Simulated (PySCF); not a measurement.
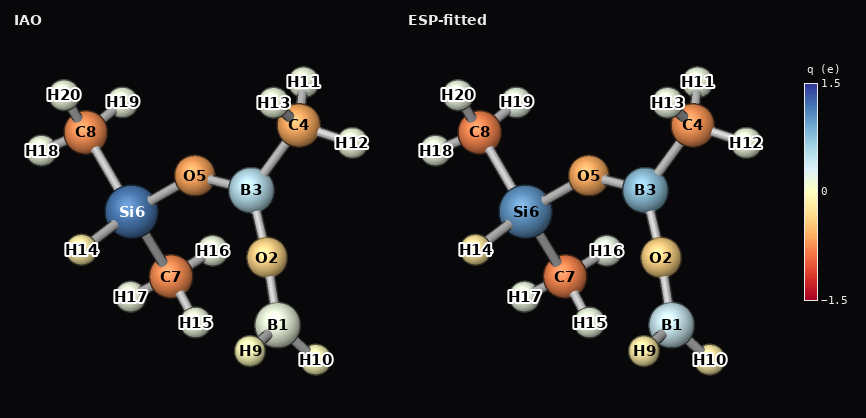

Atomic charges of one calculation by 2 schemes, on one colour scale. Computed geometry: GFN2-xTB optimisation. No frequency run is at hand to confirm it as a minimum. Method: PBE0/pcSseg-1 (PySCF 2.14.0).

Question: Which scheme gives the most polar picture (largest mean size of the charges)?

Answer: The ESP-fitted charges are the largest in size here.

Question: On which atom do the schemes disagree most?

Answer: On B1 (from 0.16 to 0.42 e).

List the charges (e), one line for each set of equivalent atoms.

```
atom    IAO  ESP-fitted
  B1   0.16        0.42
  O2  −0.35       −0.37
  B3   0.52        0.75
  C4  −0.60       −0.71
  O5  −0.64       −0.61
 Si6   1.16        1.03
  C7  −0.74       −0.78
  C8  −0.73       −0.78
  H9  −0.02       −0.15
 H10  −0.02       −0.15
 H11   0.16        0.16
 H12   0.15        0.15
 H13   0.16        0.17
 H14  −0.16       −0.21
 H15   0.16        0.17
 H16   0.16        0.19
 H17   0.16        0.18
 H18   0.15        0.17
 H19   0.16        0.19
 H20   0.16        0.18
```

The geometry is semi-empirical. Around B, Si such bond lengths and angles can be off by a tenth of an ångström or more and by several degrees, and values that hang on the shape move with them.
